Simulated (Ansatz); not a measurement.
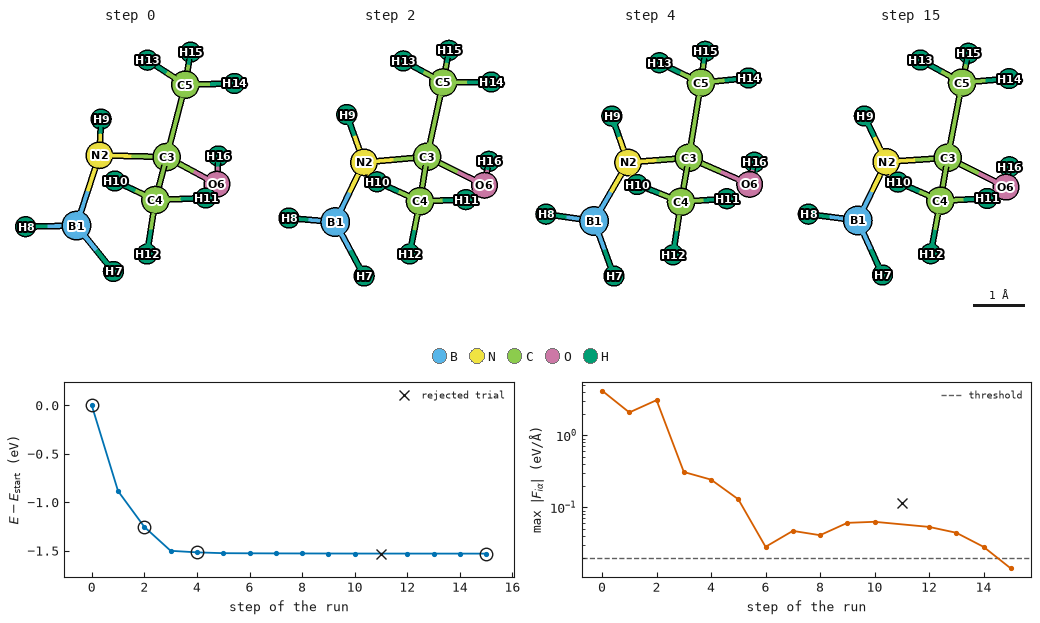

Frames of a relaxation of C3H10BNO, marked on the history of the run. The picture is a ball-and-stick view, seen from a free direction.

The run prepares the start of a later molecular dynamics calculation, from a guessed geometry.

All numbers below come from Ansatz 0.2.0, RKS B3LYP/6-31G. (no spin polarisation; force threshold 0.02 eV/Å; at most 40 steps)

> What happens along the run?

The atom that moves furthest after the best rigid fit is H9 (0.61 Å). By element the largest moves are H 0.61 Å, N 0.22 Å, O 0.22 Å, B 0.12 Å, C 0.12 Å. Among the contacts that change: B1–N2 1.581 → 1.402 Å, C3–O6 1.374 → 1.461 Å, C3–C4 1.599 → 1.528 Å, N2–H9 1.080 → 1.015 Å. Among the angles between lasting bonds that change: B1–N2–C3 114.8° → 127.3°, B1–N2–H9 106.7° → 119.2°, C4–C3–O6 112.1° → 104.5°. The energy falls by 1.529 eV in 14 accepted moves (15 points after the start). The largest force component goes from 4.2 to 0.014 eV/Å. The line search rejected the trial step at point 11 of the run. From step 0 to 2: H9 moves most (0.39 Å), energy −1.253 eV. From step 2 to 4: H7 moves most (0.20 Å), energy −0.262 eV. From step 4 to 15: H7 moves most (0.26 Å), energy −0.013 eV.

```csv
step,"E − E(0), eV","largest force component, eV/Å",note
0,0.0000,4.1760,
1,-0.8836,2.0794,
2,-1.2533,3.0810,
3,-1.4996,0.3093,
4,-1.5156,0.2422,
5,-1.5241,0.1291,
6,-1.5254,0.0282,
7,-1.5263,0.0470,
8,-1.5269,0.0409,
9,-1.5274,0.0608,
10,-1.5279,0.0628,
11,-1.5275,0.1145,rejected
12,-1.5283,0.0534,
13,-1.5284,0.0442,
14,-1.5286,0.0282,
15,-1.5286,0.0141,
```
